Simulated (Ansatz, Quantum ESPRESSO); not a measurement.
**Ta (Im-3m): phonons and their coupling to the electrons**

How strong is the electron-phonon coupling in Ta (Im-3m)?

Method: DFT PBE, scalar-relativistic, plane waves, PseudoDojo norm-conserving pseudopotentials, in Quantum ESPRESSO 7.5.

**1. The starting structure**

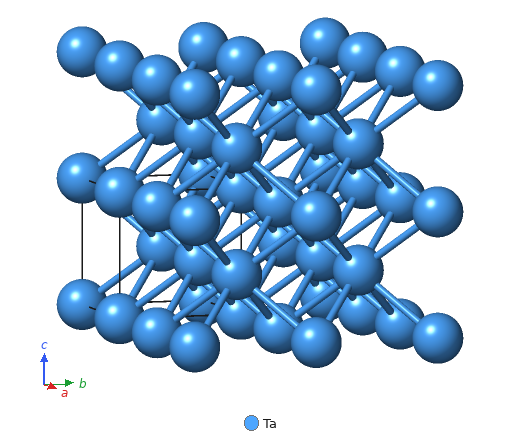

Start, viewed slightly off an axis; tantalum blue. 3×2×2 cells are drawn. This picture shows the conventional cell, with its axes. Some periodic images of atoms are drawn too.

**2. A probe with smearing**

A cheap run with smearing and empty bands tells whether the crystal has a gap, which decides between fixed occupations and smearing later on.

probe.in

```
 &control
    calculation='scf',
    prefix='x',
    outdir='./tmp',
    pseudo_dir='./pseudo',
    tprnfor=.true.,
    tstress=.true.,
    verbosity='high',
 /
 &system
    ibrav=0,
    nat=1,
    ntyp=1,
    ecutwfc=50.0,
    occupations='smearing',
    smearing='gaussian',
    degauss=0.01,
 /
 &electrons
    conv_thr=1.0d-07,
    mixing_beta=0.7,
    electron_maxstep=100,
 /
ATOMIC_SPECIES
 Ta    180.9479  Ta.upf
CELL_PARAMETERS angstrom
    -1.651280000    1.651280000    1.651280000
     1.651280000   -1.651280000    1.651280000
     1.651280000    1.651280000   -1.651280000
ATOMIC_POSITIONS crystal
 Ta     0.000000000   0.000000000   0.000000000
K_POINTS automatic
 8 8 8 0 0 0
```

Started as:

```
$ OMP_NUM_THREADS=1 mpirun -n 8 pw.x -nk 8 -in probe.in > probe.out
```

The program printed:

```text
[banners, grids, parts of the stress and lines that vanish by symmetry left out]
Program PWSCF v.7.5
     Message from routine setup:
     using ibrav=0 with symmetry is DISCOURAGED, use correct ibrav instead
[...]
kinetic-energy cutoff     =      50.0000  Ry
     charge density cutoff     =     200.0000  Ry
     scf convergence threshold =      1.0E-07
[...]
Exchange-correlation= PBE
                           (   1   4   3   4   0   0   0)
[...]
48 Sym. Ops., with inversion, found
[...]
(     0          1          0      )
                  (     0          0          1      )
[...]
(  0.0000000  1.0000000 -0.0000000 )
                  ( -0.0000000 -0.0000000  1.0000000 )
[...]
(     1          0          0      )
                  (    -1         -1         -1      )
[...]
(  1.0000000  0.0000000  0.0000000 )
                  ( -0.0000000 -1.0000000 -0.0000000 )
[...]
(    -1          0          0      )
                  (     0          0         -1      )
[...]
( -1.0000000 -0.0000000  0.0000000 )
                  (  0.0000000  1.0000000 -0.0000000 )
[...]
number of k points=    29  Gaussian smearing, width (Ry)=  0.0100
[...]
End of self-consistent calculation
[...]
the Fermi energy is    18.4776 ev
!    total energy              =    -130.20877593 Ry
[...]
convergence has been achieved in   5 iterations
[...]
atom    1 type  1   force =     0.00000000    0.00000000    0.00000000
[...]
Total force =     0.000000     Total SCF correction =     0.000000
[...]
total   stress  (Ry/bohr**3)                   (kbar)     P=        5.30
[...]
XML data file, charge density, pseudopotentials, collected wavefunctions

   JOB DONE.
```

Run time: 3.2 s. Hardware: 8 MPI ranks of Intel Xeon at 2.70GHz, shared host; 9.8 s of CPU time.

Numbers from this step:

| Quantity | Value |
| --- | --- |
| volume per atom | 18.01 Å³ |
| pressure | 0.53 GPa |
| gap on the k-mesh | 0 eV |

No gap opens on this mesh, so smearing is kept; the start stands at 0.53 GPa.

**3. Relaxing the cell and atoms**

Frequencies change by per cents with a per cent of volume, so the structure is first brought to rest at this level of theory.

relax.in

```
 &control
    calculation='vc-relax',
    prefix='x',
    outdir='./tmp',
    pseudo_dir='./pseudo',
    tprnfor=.true.,
    tstress=.true.,
    forc_conv_thr=2.0d-05,
    etot_conv_thr=1.0d-07,
    nstep=40,
 /
 &system
    ibrav=0,
    nat=1,
    ntyp=1,
    ecutwfc=50.0,
    occupations='smearing',
    smearing='mv',
    degauss=0.02,
 /
 &electrons
    conv_thr=1.0d-11,
    mixing_beta=0.7,
    electron_maxstep=100,
 /
 &ions
 /
 &cell
    press_conv_thr=0.2,
 /
ATOMIC_SPECIES
 Ta    180.9479  Ta.upf
CELL_PARAMETERS angstrom
    -1.651280000    1.651280000    1.651280000
     1.651280000   -1.651280000    1.651280000
     1.651280000    1.651280000   -1.651280000
ATOMIC_POSITIONS crystal
 Ta     0.000000000   0.000000000   0.000000000
K_POINTS automatic
 16 16 16 0 0 0
```

Started as:

```
$ OMP_NUM_THREADS=1 mpirun -n 8 pw.x -nk 8 -in relax.in > relax.out
```

The program printed:

```text
[banners, grids, parts of the stress and lines that vanish by symmetry left out]
[banner, memory and clock lines left out]
Program PWSCF v.7.5

[...]
kinetic-energy cutoff     =      50.0000  Ry
     charge density cutoff     =     200.0000  Ry
     scf convergence threshold =      1.0E-11
[...]
energy convergence thresh.=      1.0E-07
     force convergence thresh. =      2.0E-05
     press convergence thresh. =      2.0E-01
     Exchange-correlation= PBE
                           (   1   4   3   4   0   0   0)
[...]
48 Sym. Ops., with inversion, found
[...]
number of k points=   145  Marzari-Vanderbilt smearing, width (Ry)=  0.0200
[...]
End of self-consistent calculation
[...]
the Fermi energy is    18.4483 ev
!    total energy              =    -130.20629737 Ry
[...]
convergence has been achieved in   7 iterations
[...]
atom    1 type  1   force =     0.00000000    0.00000000    0.00000000
     Total force =     0.000000     Total SCF correction =     0.000000
[...]
total   stress  (Ry/bohr**3)                   (kbar)     P=       25.63
[...]
number of bfgs steps    =   0
[...]
CELL_PARAMETERS (angstrom)
[...]
ATOMIC_POSITIONS (crystal)
Ta               0.0000000000        0.0000000000        0.0000000000
[...]
New effective cutoffs (rho, wfc):  196.94   49.57
[...]
End of self-consistent calculation
[...]
the Fermi energy is    18.1763 ev
!    total energy              =    -130.20642795 Ry
[...]
convergence has been achieved in   6 iterations
[...]
atom    1 type  1   force =     0.00000000    0.00000000    0.00000000
     Total force =     0.000000     Total SCF correction =     0.000000
[...]
total   stress  (Ry/bohr**3)                   (kbar)     P=       -1.30
[...]
number of bfgs steps    =   1
[...]
CELL_PARAMETERS (angstrom)
[...]
ATOMIC_POSITIONS (crystal)
Ta               0.0000000000        0.0000000000        0.0000000000
[...]
New effective cutoffs (rho, wfc):  197.03   49.59
[...]
End of self-consistent calculation
[...]
the Fermi energy is    18.1895 ev
!    total energy              =    -130.20642830 Ry
[...]
convergence has been achieved in   5 iterations
[...]
atom    1 type  1   force =     0.00000000    0.00000000    0.00000000
     Total force =     0.000000     Total SCF correction =     0.000000
[...]
total   stress  (Ry/bohr**3)                   (kbar)     P=       -0.02
[...]
number of bfgs steps    =   2
[...]
small trust_radius: resetting bfgs history
[...]
CELL_PARAMETERS (angstrom)
[...]
ATOMIC_POSITIONS (crystal)
Ta               0.0000000000        0.0000000000        0.0000000000
[...]
New effective cutoffs (rho, wfc):  197.03   49.59
[...]
End of self-consistent calculation
[...]
the Fermi energy is    18.1897 ev
!    total energy              =    -130.20642830 Ry
[...]
convergence has been achieved in   3 iterations
[...]
atom    1 type  1   force =     0.00000000    0.00000000    0.00000000
     Total force =     0.000000     Total SCF correction =     0.000000
[...]
total   stress  (Ry/bohr**3)                   (kbar)     P=        0.00
[...]
bfgs converged in   4 scf cycles and   3 bfgs steps
[...]
End of BFGS Geometry Optimization
     Final enthalpy           =    -130.2064282980 Ry
     File ./tmp/x.bfgs deleted, as requested
[...]
CELL_PARAMETERS (angstrom)
[...]
ATOMIC_POSITIONS (crystal)
Ta               0.0000000000        0.0000000000        0.0000000000
[...]
Final scf calculation at the relaxed structure.
[...]
kinetic-energy cutoff     =      50.0000  Ry
     charge density cutoff     =     200.0000  Ry
     scf convergence threshold =      1.0E-13
[...]
press convergence thresh. =      2.0E-01
     Exchange-correlation= PBE
                           (   1   4   3   4   0   0   0)
[...]
48 Sym. Ops., with inversion, found
[...]
number of k points=   145  Marzari-Vanderbilt smearing, width (Ry)=  0.0200
[...]
c_bands:  1 eigenvalues not converged
[...]
End of self-consistent calculation
[...]
the Fermi energy is    18.1897 ev
!    total energy              =    -130.20648890 Ry
[...]
convergence has been achieved in   8 iterations
[...]
atom    1 type  1   force =     0.00000000    0.00000000    0.00000000
     Total force =     0.000000     Total SCF correction =     0.000000
[...]
total   stress  (Ry/bohr**3)                   (kbar)     P=        0.79
[...]
XML data file, charge density, pseudopotentials, collected wavefunctions
```

The job ended after 13 s (8 MPI ranks).

Step by step:

| step | energy less that of the first step (eV) | largest force (eV/Å) | pressure (GPa) | volume (Å³) |
| --- | --- | --- | --- | --- |
| 1 | 0.0000 | 0.0000 | 2.56 | 18.01 |
| 2 | -0.0018 | 0.0000 | -0.13 | 18.25 |
| 3 | -0.0018 | 0.0000 | 0.00 | 18.24 |
| 4 | -0.0018 | 0.0000 | 0.00 | 18.23 |
| 5 | -0.0026 | 0.0000 | 0.08 | 18.23 |

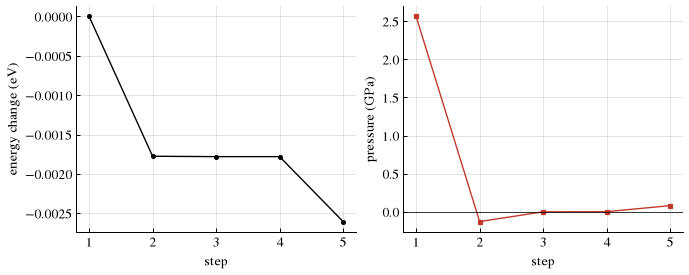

Energy and pressure along the relaxation.

| conventional cell, symmetrised | before | after | change |
| --- | --- | --- | --- |
| a (Å) | 3.303 | 3.316 | +0.4 % |
| b (Å) | 3.303 | 3.316 | +0.4 % |
| c (Å) | 3.303 | 3.316 | +0.4 % |
| volume (Å³/atom) | 18.01 | 18.23 | +1.2 % |

Final coordinates:

```
CELL_PARAMETERS angstrom
-1.65812 1.65812 1.65812
1.65812 -1.65812 1.65812
1.65812 1.65812 -1.65812
ATOMIC_POSITIONS crystal
Ta 0.00000 0.00000 0.00000
```

The last row of the table of steps is pw.x's closing run on a basis chosen anew for the final cell, so its energy can jump.

Numbers from this step:

| Quantity | Value |
| --- | --- |
| volume per atom | 18.23 Å³ |
| pressure | 0.079 GPa |

The volume changes by +1.2 % from the cell with which this run began.

**4. Ground state**

Perturbation theory inherits every error of the wavefunctions, so the threshold is set near the limit of the arithmetic. Smearing stays on, as the first look found no gap above 0.3 eV.

scf.in

```
 &control
    calculation='scf',
    prefix='x',
    outdir='./tmp',
    pseudo_dir='./pseudo',
    tprnfor=.true.,
    tstress=.true.,
 /
 &system
    ibrav=0,
    nat=1,
    ntyp=1,
    ecutwfc=50.0,
    occupations='smearing',
    smearing='mv',
    degauss=0.02,
 /
 &electrons
    conv_thr=1.0d-12,
    mixing_beta=0.7,
    electron_maxstep=100,
 /
ATOMIC_SPECIES
 Ta    180.9479  Ta.upf
CELL_PARAMETERS angstrom
    -1.658116945    1.658116945    1.658116945
     1.658116945   -1.658116945    1.658116945
     1.658116945    1.658116945   -1.658116945
ATOMIC_POSITIONS crystal
 Ta     0.000000000   0.000000000   0.000000000
K_POINTS automatic
 16 16 16 0 0 0
```

Started as:

```
$ OMP_NUM_THREADS=1 mpirun -n 8 pw.x -nk 8 -in scf.in > scf.out
```

The program printed:

```text
[banners, grids, parts of the stress and lines that vanish by symmetry left out]
[banner, memory and clock lines left out]
Program PWSCF v.7.5

[...]
kinetic-energy cutoff     =      50.0000  Ry
     charge density cutoff     =     200.0000  Ry
     scf convergence threshold =      1.0E-12
[...]
Exchange-correlation= PBE
                           (   1   4   3   4   0   0   0)
[...]
48 Sym. Ops., with inversion, found
[...]
number of k points=   145  Marzari-Vanderbilt smearing, width (Ry)=  0.0200
[...]
End of self-consistent calculation
[...]
the Fermi energy is    18.1897 ev
!    total energy              =    -130.20648890 Ry
[...]
convergence has been achieved in   8 iterations
[...]
atom    1 type  1   force =     0.00000000    0.00000000    0.00000000
     Total force =     0.000000     Total SCF correction =     0.000000
[...]
total   stress  (Ry/bohr**3)                   (kbar)     P=        0.79
[...]
XML data file, charge density, pseudopotentials, collected wavefunctions
```

Wall time 4.3 s (8 MPI ranks); 31 s of CPU time.

The cell stands at 0.079 GPa, close enough for phonons.

**5. Levels on a dense mesh**

The coupling is a sum over pairs of states at the Fermi level and needs a much denser mesh than the density does.

scf_fit.in, as its differences from scf.in of step 4:

```diff
@@ -16,5 +16,6 @@
     degauss=0.02,
+    la2F=.true.,
  /
  &electrons
-    conv_thr=1.0d-12,
+    conv_thr=1.0d-10,
     mixing_beta=0.7,
@@ -31,2 +32,2 @@
 K_POINTS automatic
- 16 16 16 0 0 0
+ 32 32 32 0 0 0
```

Started as:

```
$ OMP_NUM_THREADS=1 mpirun -n 8 pw.x -nk 8 -in scf_fit.in > scf_fit.out
```

The program printed:

```text
[banners, grids, parts of the stress and lines that vanish by symmetry left out]
[banner, memory and clock lines left out]
Program PWSCF v.7.5

[...]
kinetic-energy cutoff     =      50.0000  Ry
     charge density cutoff     =     200.0000  Ry
     scf convergence threshold =      1.0E-10
[...]
Exchange-correlation= PBE
                           (   1   4   3   4   0   0   0)
[...]
48 Sym. Ops., with inversion, found
[...]
number of k points=   897  Marzari-Vanderbilt smearing, width (Ry)=  0.0200
[...]
End of self-consistent calculation
[...]
the Fermi energy is    18.1914 ev
!    total energy              =    -130.20661319 Ry
[...]
convergence has been achieved in   7 iterations
[...]
atom    1 type  1   force =     0.00000000    0.00000000    0.00000000
     Total force =     0.000000     Total SCF correction =     0.000000
[...]
total   stress  (Ry/bohr**3)                   (kbar)     P=       -0.73
[...]
XML data file, charge density, pseudopotentials, collected wavefunctions
```

The job ended after 17 s (8 MPI ranks; 2.3 min of CPU time).

Read from the output:

| Property | Result |
| --- | --- |
| pressure | -0.073 GPa |

**6. Ground state**

The run on the dense mesh left its levels for the electron-phonon sums; ph.x needs the ground state on the coarse mesh, so pw.x runs once more in the same folder.

scf.in is that of step 4.

Started as:

```
$ OMP_NUM_THREADS=1 mpirun -n 8 pw.x -nk 8 -in scf.in > scf.out
```

The program printed:

```text
[banners, grids, parts of the stress and lines that vanish by symmetry left out]
[banner, memory and clock lines left out]
Program PWSCF v.7.5

[...]
kinetic-energy cutoff     =      50.0000  Ry
     charge density cutoff     =     200.0000  Ry
     scf convergence threshold =      1.0E-12
[...]
Exchange-correlation= PBE
                           (   1   4   3   4   0   0   0)
[...]
48 Sym. Ops., with inversion, found
[...]
number of k points=   145  Marzari-Vanderbilt smearing, width (Ry)=  0.0200
[...]
End of self-consistent calculation
[...]
the Fermi energy is    18.1897 ev
!    total energy              =    -130.20648890 Ry
[...]
convergence has been achieved in   8 iterations
[...]
atom    1 type  1   force =     0.00000000    0.00000000    0.00000000
     Total force =     0.000000     Total SCF correction =     0.000000
[...]
total   stress  (Ry/bohr**3)                   (kbar)     P=        0.79
[...]
XML data file, charge density, pseudopotentials, collected wavefunctions
```

Run time: 4.5 s. Hardware: 8 MPI ranks; 34 s of CPU time.

This step gave:

- pressure: 0.079 GPa

(Part 1 of 4 ends here.)

[Host names and launcher messages were left out of these logs when they were recorded.]

[Logs are printed without paths, hosts, clocks, repeated set-up lines and the standing remarks that a program may print on its own settings, such as how far it seeks lower states.]

[Hosts, paths, dates, database ids (printed as entryN), source tags and the programs' standing remarks are cut or masked in the printed files.]
